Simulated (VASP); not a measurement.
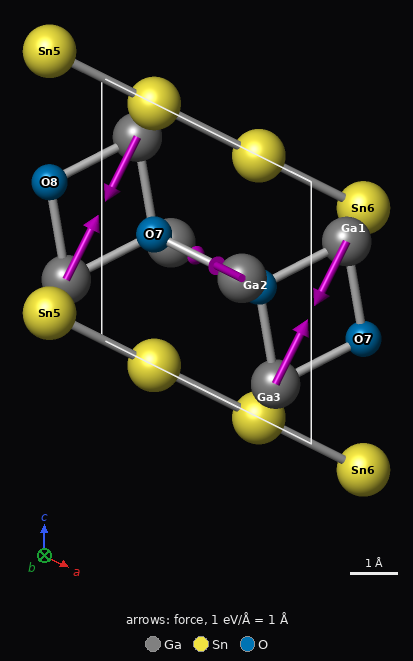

Starting geometry of solid Ga₂SnO (a generated structure, set up in I4/mcm) with the computed forces as purple arrows. Style: ball-and-stick. Shown: the cell of the calculation, along the b axis.

The run lets cell and atoms move.

These are results of Kohn-Sham DFT of a periodic cell, PBE, VASP PAW PBE potentials, recommended (VASP), not measurements.

Input
```
SYSTEM = Ga2SnO
PREC = Normal
ENCUT = 520
EDIFF = 1E-4
ISMEAR = 0
SIGMA = 0.15
LREAL = .FALSE.
LASPH = .TRUE.
NELM = 60
ALGO = Fast
ISIF = 3
LWAVE = .FALSE.
LCHARG = .FALSE.
GGA = PE
IBRION = 2
NSW = 24
EDIFFG = -0.08
```

Command:
```bash
cat potpaw_PBE.64/Ga_d/POTCAR potpaw_PBE.64/Sn_d/POTCAR potpaw_PBE.64/O/POTCAR > POTCAR
mpirun -np 1 vasp_std > vasp.out
```

**Is this structure relaxed? If not, where do the atoms go?**

It isn't relaxed: the largest force vector, on Ga atoms, is 1.58 eV/Å. The atoms end up moving mostly along the starting forces (cosine between the two patterns 1.00). The energy falls by 0.691 eV per cell of the calculation in 14 geometry steps. The largest force component goes from 1.1 to 0.016 eV/Å. Pressure: −2.95 GPa at the start and −0.01 GPa at the end. The largest moves relative to the cell, 0.19 Å, are those of Ga atoms. O and Sn stay in place. The volume changes by +0.1 %, with a = b = c 5.861 → 5.857 Å (−0.1 %), α 104.4° → 104.7°, β 104.4° → 104.7°, γ 120.1° → 119.5°. Some distances before and after: Ga–O 2.263 → 2.126 Å, Sn–Sn 2.925 → 2.953 Å. Among the angles between lasting bonds that change: Ga–O–Ga 99.5° → 92.1°, O–Ga–O 80.5° → 87.9°, Ga–O–Ga 114.7° → 118.8°. The space group stays I4/mcm (No. 140).
